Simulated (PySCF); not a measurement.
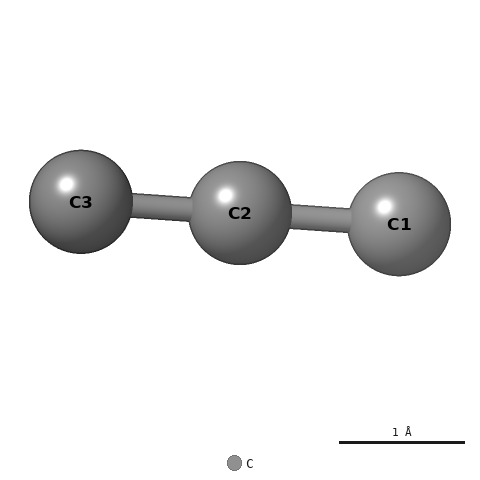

Orthographic view. Atoms fade into the background with distance from the viewer. The computed structure is the end point of a PBE0-D3(BJ)/def2-SVP optimisation. No frequency run is at hand to confirm it as a minimum.

Write a Z-matrix (Å, degrees) in the order of the atom numbers, with these reference atoms: 2 to 1; 3 to 2, 1.

```
C  
C    1   1.297
C    2   1.297   1   180.0
```
